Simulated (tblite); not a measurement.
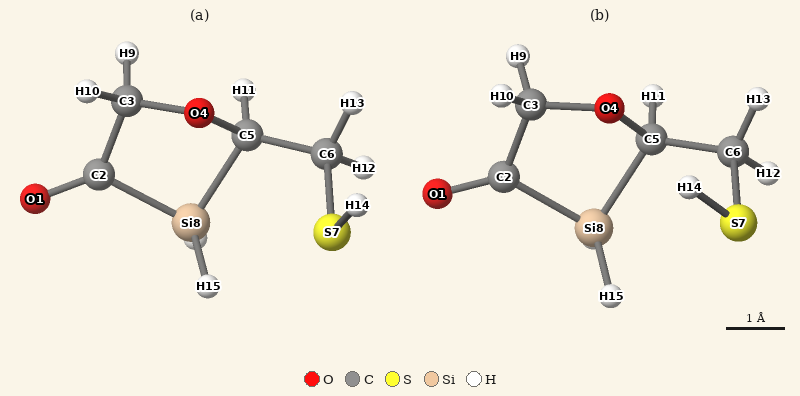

The structure of C4H8O2SSi before (left) and after (right) a relaxation, at one scale.

A ball-and-stick model, seen at a tilt.

These are results of GFN2-xTB geometry optimisation, gas phase in tblite 0.8.0, not measurements. 

**Summarise the run.**

An H atom moves most after the best rigid fit: 1.27 Å. Largest moves by element: H 1.27 Å, S 0.23 Å, C 0.21 Å, O 0.20 Å, Si 0.13 Å. Some distances before and after: S–Si 3.256 → 3.430 Å, H–S 1.404 → 1.329 Å, C–Si 1.880 → 1.929 Å, C–H 1.128 → 1.092 Å. Bond angles that change, for instance: C–S–H 109.6° → 94.6°, C–C–H 103.5° → 111.7°, O–C–Si 96.7° → 104.1°. Groups turn about C–S by about 60°. After 93 geometry steps the energy has fallen by 0.696 eV.
